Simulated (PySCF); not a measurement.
Consider C$_{6}$H$_{12}$Si.

```xyz
19

C    -2.0142    0.0831   -1.5199
C    -1.2000   -0.0984   -0.2860
C    -1.5931   -0.4479    0.9422
C    -0.3475   -0.4768    1.7885
Si    0.6350    0.0403    0.2052
C     1.4183    1.7739    0.2022
C     1.8396   -1.2410   -0.5203
H    -1.6706   -0.5940   -2.3015
H    -1.9082    1.1004   -1.8959
H    -3.0679   -0.1114   -1.3256
H    -2.5877   -0.6728    1.2983
H    -0.3783    0.2313    2.6154
H    -0.1419   -1.4598    2.2098
H     1.6559    2.0863   -0.8098
H     2.3398    1.7899    0.7759
H     0.7463    2.5110    0.6291
H     1.4103   -2.2374   -0.5080
H     2.0864   -0.9969   -1.5488
H     2.7678   -1.2705    0.0419
```

Geometry: GFN2-xTB.

The calculation used PBE0/def2-SVPD, SCF density, gas phase in PySCF 2.14.0.

What will maps of the electron density and electron localisation function show?

C–C (1.34 Å): ρ is about 2.3 e/Å³ halfway; the ELF peaks at about 0.90 between the atoms (a multiple bond).
C–Si (1.90 Å): ρ is about 0.88 e/Å³ halfway; the ELF peaks at about 0.95 between the atoms: a shared electron pair.
C–H (1.08 Å): the density is about 2 e/Å³ at the midpoint; the ELF climbs to about 1 towards the hydrogen, as it does in any bond to H; a covalent bond by its length.
C–C (1.49 Å): the density is about 1.7 e/Å³ at the midpoint; the ELF peaks at about 0.95 between the atoms: a shared electron pair.

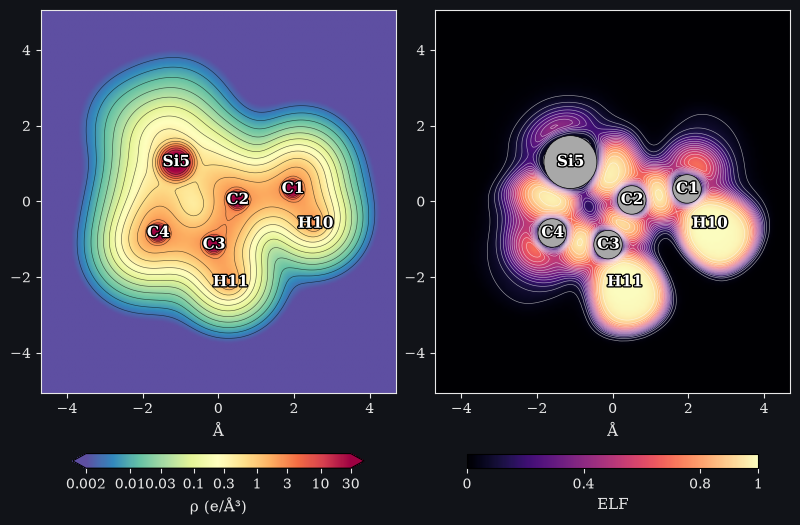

Computed electron density and electron localisation function on the plane of atoms C2, C1 and H10, in this order. Grey discs cover the atomic cores in the ELF map. 
